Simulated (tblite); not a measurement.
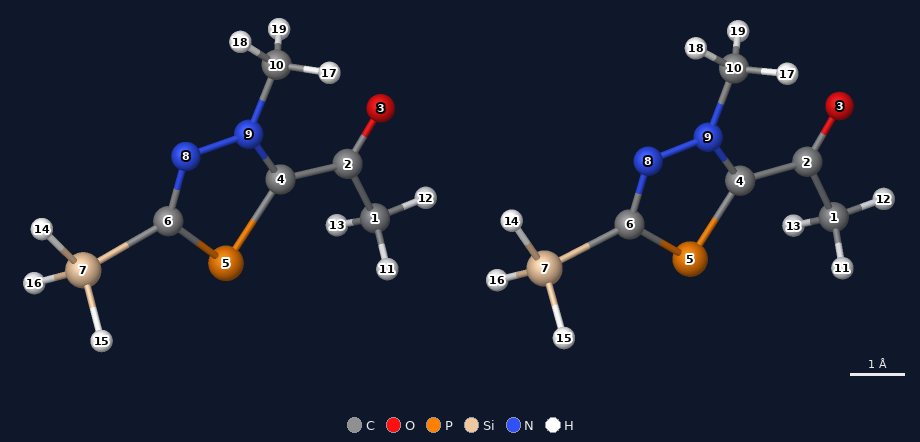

Two geometries of C5H9N2OPSi, drawn at one scale. One is the start of a relaxation, the other its converged end. The picture is a ball-and-stick view, seen at a tilt.

The calculation used tblite, GFN2-xTB geometry optimisation, gas phase. 

Question: Which geometry has the lower energy?

Answer: The right one is the relaxed one. After 45 geometry steps the energy has fallen by 0.578 eV. The atom that moves furthest after the best rigid fit is H14 (0.24 Å). By element the largest moves are H 0.24 Å, N 0.13 Å, P 0.11 Å, C 0.09 Å, O 0.07 Å, Si 0.04 Å. Near-neighbour distances that change, for instance: C4–P5 1.879 → 1.745 Å, P5–C6 1.831 → 1.766 Å, N8–N9 1.364 → 1.308 Å, Si7–H16 1.502 → 1.466 Å. Bond angles that change, for instance: P5–C6–Si7 118.9° → 126.8°, P5–C6–N8 119.7° → 113.7°, C6–Si7–H14 112.6° → 107.9°. Cost: 1 s on 1 thread of Intel(R) Xeon(R) Platinum 8259CL CPU @ 2.50GHz (shared host).
